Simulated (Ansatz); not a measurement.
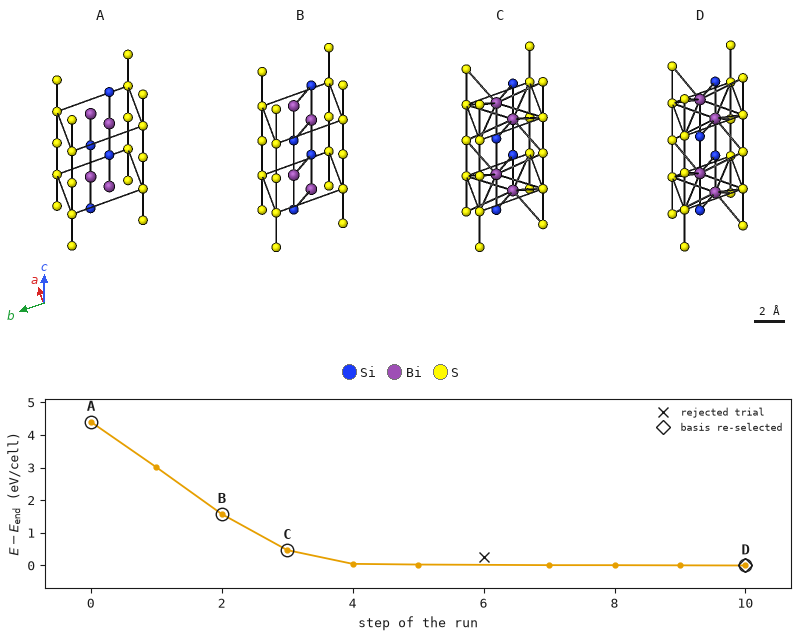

Frames of a relaxation of solid SiBiS (a generated structure, set up in P6_3/mmc) (coarse preliminary run), marked on the history of the run. A ball-and-stick model of the cell of the calculation, seen from a free direction.

Method: DFT PBE, scalar-relativistic, plane waves, PAW (Ansatz 0.2.0).

The input:
```yaml
crystal:
  lattice:
    - [6.24427959, 0.0, 0.0]
    - [-3.1221398, 5.40770475, 0.0]
    - [0.0, 0.0, 4.7678107]
  atoms:
    - { symbol: Si, position: [0.33333333, 0.66666667, 0.75] }
    - { symbol: Si, position: [0.66666667, 0.33333333, 0.25] }
    - { symbol: Bi, position: [0.33333333, 0.66666667, 0.25] }
    - { symbol: Bi, position: [0.66666667, 0.33333333, 0.75] }
    - { symbol: S, position: [0.0, 0.0, 0.0] }
    - { symbol: S, position: [0.0, 0.0, 0.5] }
basis:
  ecutwfc: 420
kpoints:
  mp_grid: { grid: [3, 3, 4] }
hamiltonian:
  xc: pbe
scf:
  occupations: { method: gaussian, width: 0.1 }
  lower_state_search: "off"
output:
  forces: true
  stress: true
  eigenvalues: true
relax:
  adjacent_minimum: "off"
  f_tol: 0.04
  max_steps: 70
  cell: { stress_tol: 0.4 }
```

Launched with:
```bash
ansatz run input.yaml --threads 1 --pin off --max-ram 2560MiB --backend cpu --events-out ev --progress --plain --runs-dir out
```

Q: What happens along the run?

A: Over 8 accepted moves (10 points after the start) the energy falls by 4.405 eV per cell of the calculation. All forces vanish by symmetry, so only the cell relaxes. Pressure: 6.18 GPa at the start and 0.23 GPa at the end. The line search rejected the trial step at point 6 of the run. The SCF was repeated once at an unchanged geometry on a basis and grid sized afresh for the cell, which shifted the energy by 4.6 meV per cell of the calculation at most. No atom moves by more than 0.005 Å relative to the cell. The volume changes by −20.6 %, with a = b 6.244 → 5.137 Å (−17.7 %), c 4.768 → 5.593 Å (+17.3 %). Near-neighbour distances that change, for instance: Si1–Bi4 3.605 → 2.966 Å, Bi3–S5 3.797 → 3.279 Å, Si1–Bi3 2.384 → 2.797 Å, S5–S6 2.384 → 2.797 Å. New bonds form: Si1–Bi4 (3.61 → 2.97 Å), Si2–Bi3 (3.61 → 2.97 Å). The space group stays P6_3/mmc (No. 194). From step 0 to 2: volume −3.0 %, energy −2.828 eV per cell of the calculation. From step 2 to 3: volume −7.2 %, energy −1.105 eV per cell of the calculation. From step 3 to 10: volume −11.8 %, energy −0.472 eV per cell of the calculation.
